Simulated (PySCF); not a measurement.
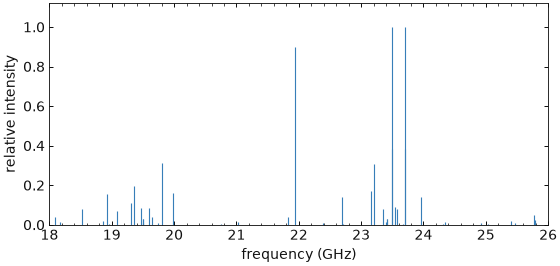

Simulated rotational absorption lines between 18 and 26 GHz at 1.5 K: rigid rotor with the equilibrium constants and dipole of one optimised conformer (PBE0-D3(BJ)/def2-SVP, PySCF), commonest isotopes; no centrifugal distortion, hyperfine structure, internal rotation or nuclear-spin weights; lines within 1 MHz of each other are summed.

Which molecule gives this spectrum?
A. C₂H₉BOSi, SMILES CBOC[SiH3]
B. C₄H₅F, SMILES FC1=CCC1
C. C₄H₄BFSe, SMILES FBc1cc[se]c1
D. C₄H₆BN, SMILES Bn1cccc1

Option A. Rotational constants A, B, C = 7.216, 2.055, 1.842 GHz, |μa|, |μb|, |μc| = 0.66, 0.90, 1.44 D.

Note: coarse grid, loose stop and no frequency check, small forces are noise and the end may be a saddle.
